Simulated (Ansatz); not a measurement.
# SiH2O (SMILES O=[SiH2]) at 6 levels

We compute a comparison of 6 runs (B3LYP/STO-3G, BHLYP/STO-3G, BLYP/STO-3G, SVWN5/STO-3G, CCSD/STO-3G, FCI/STO-3G) of SiH2O. 

The results are computed with Ansatz 0.2.0.

61 further runs of the same task are left out: 9 that didn't finish, 52 set aside as unsound or not needed.

## (1) The structure to begin with

SiH2O has 4 atoms, charge 0, and is taken as a singlet. As SMILES, `O=[SiH2]`. The Si2–O1 distance was set to 2.274 Å, away from the relaxed value.

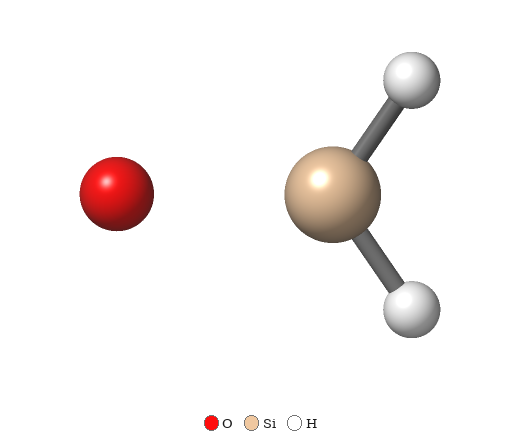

The structure, seen from a chosen angle (oxygen red, silicon light orange, hydrogen white).

## (2) The energy at B3LYP/STO-3G (run 1)

Input file run.yaml:

```yaml
crystal:
  periodic: [false, false, false]
  atoms:
    - {symbol: O, position_ang: [-0.421445, 0.615343, 2.186774]}
    - {symbol: Si, position_ang: [-0.006700, 0.009800, 0.034900]}
    - {symbol: H, position_ang: [0.439900, -1.346000, -0.376200]}
    - {symbol: H, position_ang: [-0.150000, 0.922700, -1.128300]}
basis:
  gaussian:
    orbitals: STO-3G
hamiltonian:
  xc: {name: B3LYP}
accuracy: high
```

Launch:

```bash
$ ansatz run run.yaml --threads 1 --pin off --max-ram 2610MiB --events-out events.jsonl --progress --plain --runs-dir runs
```

Standard output:

```text
Warning: RAYON_NUM_THREADS=1 ignored (pool sized by the plan → 1); use --threads N
Functional definition: B3LYP
  name "B3LYP"
  parameter a0 = 0.2
  parameter ax = 0.72
  parameter ac = 0.81
  exchange = (1 - a0 - ax)*slater_x + ax*b88_x + a0*exact_x
  correlation = (1 - ac)*vwn_rpa_c + ac*lyp_c
262 factors; integrals over basis functions are off by at most 2.8e-8 eV
mean field evaluation 1: about -9814.7986 eV, gradient 5.1e1 eV
mean field evaluation 2: about -9638.5156 eV, gradient 7.1e1 eV
mean field evaluation 4: about -9798.8377 eV, gradient 4.6e1 eV
mean field evaluation 8: about -9830.5515 eV, gradient 1.5e-1 eV
mean field -9830.55180748 eV, -361.2661155375 hartree, gradient 1.9e-8 eV, S^2 0.000000; 0 other end points of the search recorded, 0 dependent functions left out
reference -9830.55183085 eV, -361.2661163964 hartree; 12, 12 occupied and 4, 4 virtual orbitals, 262 factors
Total energy: -9830.55183085 eV, -361.2661163964 hartree
```

It took 0.93 s on 1 thread of Arm Neoverse V1, shared host.

## (3) The energy at BHLYP/STO-3G (run 2)

Input file in.yaml:

```yaml
crystal:
  periodic: [false, false, false]
  atoms:
    - symbol: O
      position_ang: [-0.421445, 0.615343, 2.186774]
    - symbol: Si
      position_ang: [-0.006700, 0.009800, 0.034900]
    - symbol: H
      position_ang: [0.439900, -1.346000, -0.376200]
    - symbol: H
      position_ang: [-0.150000, 0.922700, -1.128300]
basis:
  gaussian: {orbitals: STO-3G}
hamiltonian: {xc: {name: BHLYP}}
accuracy: high
```

Launch:

```bash
$ ansatz run in.yaml --threads 1 --pin off --max-ram 2610MiB --events-out events.jsonl --progress --plain --runs-dir runs
```

Standard output:

```text
Warning: RAYON_NUM_THREADS=1 ignored (pool sized by the plan → 1); use --threads N
Functional definition: BHLYP
  name "BHLYP"
  parameter a = 0.5
  exchange = (1 - a)*b88_x + a*exact_x
  correlation = lyp_c
262 factors; integrals over basis functions are off by at most 2.8e-8 eV
mean field evaluation 1: about -9812.4930 eV, gradient 4.9e1 eV
mean field evaluation 2: about -9643.7722 eV, gradient 8.6e1 eV
mean field evaluation 4: about -9806.1473 eV, gradient 4.9e1 eV
mean field evaluation 8: about -9829.0313 eV, gradient 9.0e-2 eV
mean field evaluation 16: about -9829.0236 eV, gradient 1.1e-8 eV
mean field -9829.02357719 eV, -361.2099541102 hartree, gradient 1.2e-8 eV, S^2 0.000000; 0 other end points of the search recorded, 0 dependent functions left out
reference -9829.02359321 eV, -361.2099546991 hartree; 12, 12 occupied and 4, 4 virtual orbitals, 262 factors
Total energy: -9829.02359321 eV, -361.2099546991 hartree
```

It took 0.84 s on 1 thread of Arm Neoverse V1, shared host.

Runs 3 to 5 aren't shown in full; the table further down has their settings and results.

## (4) The energy at FCI/STO-3G (run 6)

Input file input.yaml:

```yaml
basis:
  gaussian:
    orbitals: STO-3G
crystal:
  periodic: [false, false, false]
  atoms:
    - {symbol: O, position_ang: [-0.421445, 0.615343, 2.186774]}
    - {symbol: Si, position_ang: [-0.006700, 0.009800, 0.034900]}
    - {symbol: H, position_ang: [0.439900, -1.346000, -0.376200]}
    - {symbol: H, position_ang: [-0.150000, 0.922700, -1.128300]}
total_charge: 0
correlation:
  method: fci
  frozen_orbitals: {H: 0, O: 1, Si: 5}
accuracy: high
```

Launch:

```bash
$ ansatz run input.yaml --threads 1 --pin off --max-ram 2610MiB --events-out events.jsonl --progress --plain --runs-dir runs
```

Standard output (excerpt; [...] marks lines left out):

```text
Warning: RAYON_NUM_THREADS=1 ignored (pool sized by the plan → 1); use --threads N
Functional definition: HF
  name "HF"
[...]
262 factors; integrals over basis functions are off by at most 2.8e-8 eV
[...]
mean field -9805.87598877 eV, -360.3592959257 hartree, gradient 2.6e-8 eV, S^2 0.000000; 5 other end points of the search recorded, 0 dependent functions left out; unrestricted orbitals would lower it
unrestricted determinant -9807.20124760 eV, -360.4079982895 hartree, S^2 1.3397
6 core orbitals not correlated: weight in the atoms' cores, before any rotation towards them, 1.000 or more for the frozen orbitals, at most 0.000 for the correlated occupied ones
reference -9805.87598877 eV, -360.3592959257 hartree; 6, 6 occupied and 4, 4 virtual orbitals, 262 factors
state -9810.68846716 eV, -360.5361512446 hartree
Total energy: -9810.68846716 eV, -360.5361512446 hartree
```

Wall time 0.54 s (1 thread of Arm Neoverse V1, shared host).

## (5) All runs side by side

| run | level | frozen core orbitals | energy (Eh) | wall time |
| --- | --- | --- | --- | --- |
| 1 | B3LYP/STO-3G | – | -361.266116 | 0.93 s |
| 2 | BHLYP/STO-3G | – | -361.209955 | 0.84 s |
| 3 | BLYP/STO-3G | – | -361.235481 | 1.4 s |
| 4 | SVWN5/STO-3G | – | -359.518958 | 0.97 s |
| 5 | CCSD/STO-3G | 6 | -360.424996 | 0.22 s |
| 6 | FCI/STO-3G | 6 | -360.536151 | 0.54 s |

## (6) Outcome

| quantity | value |
| --- | --- |
| run 6: total energy | -360.53615 Eh |
| run 6: correlation energy (6 core orbitals frozen) | -176.9 mEh |

**Reading.** Against full CI in this basis: CCSD +111.2 mEh. Totals of different functionals can't be ranked against each other. In run 5 the T1 diagnostic is large, so a single reference may not serve. In run 5 the log says that unrestricted orbitals would lower the reference, so the values rest on an unstable closed-shell determinant (other closed-shell runs at this shape may share the fault). In runs 1, 2, 3, 4, 5, 6 the basis is minimal, so the values are rough. All runs together took 4.9 s, the longest 1.4 s.
